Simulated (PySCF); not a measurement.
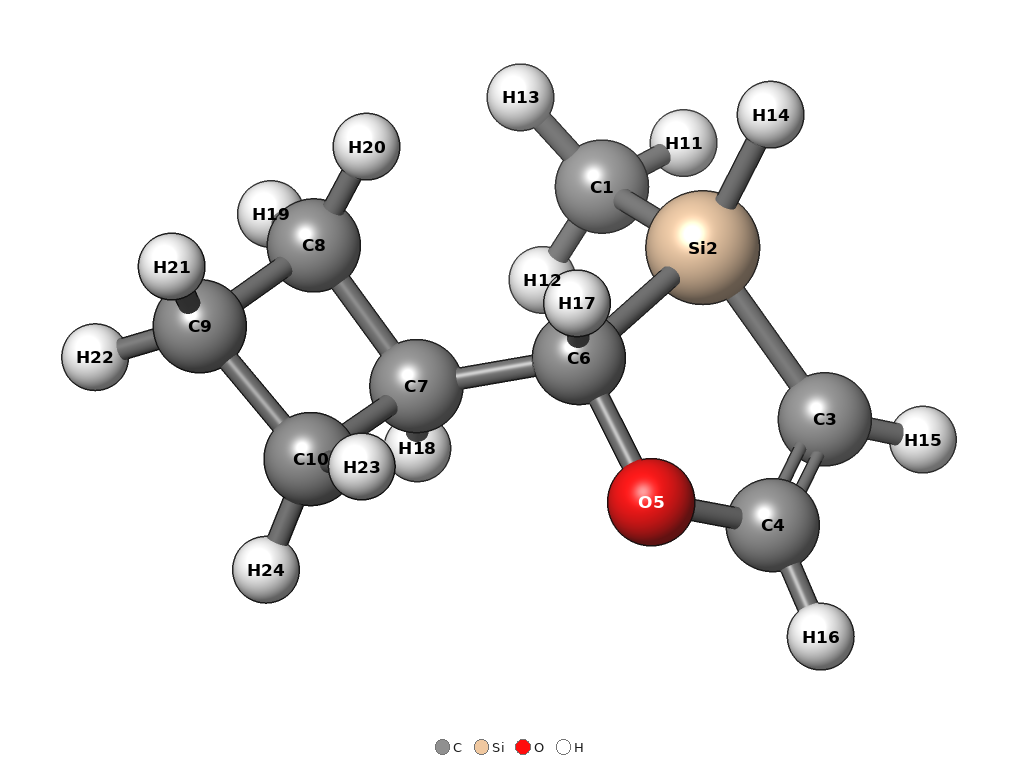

The computed structure is the end point of a GFN2-xTB optimisation. No frequency run is at hand to confirm it as a minimum. Electric field gradients from the ground-state density, PBE0/pcSseg-1 (PySCF 2.14.0), non-relativistic apart from any core potentials.

Give the largest field-gradient component, the quadrupole coupling constant and the asymmetry for 17O at O5 (Q = −25.6 mb), 2H at H11 (Q = 2.86 mb), 2H at H12 (Q = 2.86 mb), 2H at H13 (Q = 2.86 mb), 2H at H14 (Q = 2.86 mb).

```tsv
atom	V_zz (a.u.)	e²qQ/h (MHz)	η
O5	1.774	−10.67	0.63
H11	0.327	0.220	0.01
H12	0.326	0.219	0.02
H13	0.327	0.220	0.01
H14	0.156	0.105	0.01
```

The geometry is semi-empirical. Around Si such bond lengths and angles can be off by a tenth of an ångström or more and by several degrees, and values that hang on the shape move with them.
